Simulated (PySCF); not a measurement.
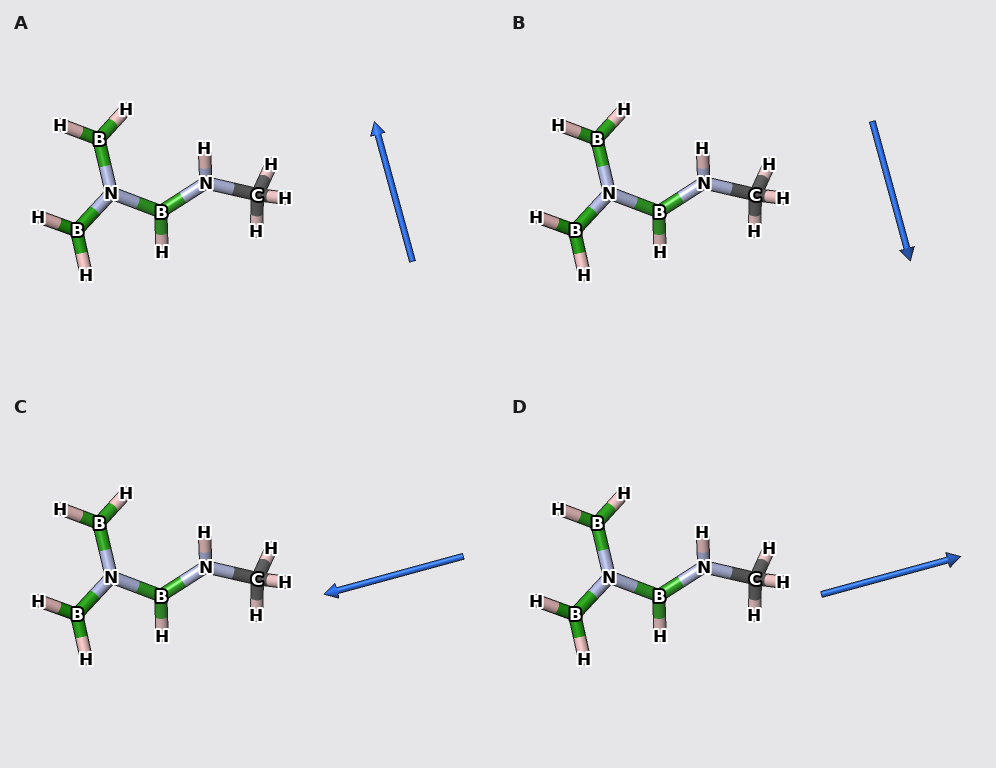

The same molecule four times, each with an arrow. The computed structure is the end point of a GFN2-xTB optimisation. No frequency run is at hand to confirm it as a minimum. Properties computed with CAM-B3LYP/def2-SVPD, gas phase (PySCF 2.14.0).

### Which arrow points along the dipole moment, from the negative to the positive end?

D. The dipole moment is 2.44 D.

The geometry is semi-empirical. Around B such bond lengths and angles can be off by a tenth of an ångström or more and by several degrees, and values that hang on the shape move with them.
